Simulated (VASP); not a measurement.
Band structure of ZrO$_{2}$ (fluorite). All values below come from rev-vdW-DF2, VASP's PBE PAW potentials (set 64) (plane waves; VASP).

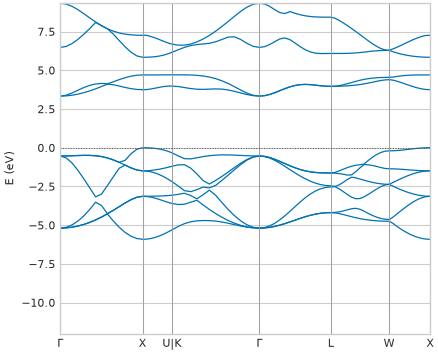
*Bands along high-symmetry lines, zero at the valence-band maximum or, without a gap, the Fermi level*

Problem. Read the plot: is there a gap, and where are the band edges?

Solution. The gap is indirect, 3.33 eV, from the valence maximum at X to the conduction minimum at Γ. (Edges off the drawn lines would not show.)

The compound is ZrO2 in the fluorite structure, the high-temperature cubic form, which is unstable at 0 K; the monoclinic form is the stable one. It was relaxed first.
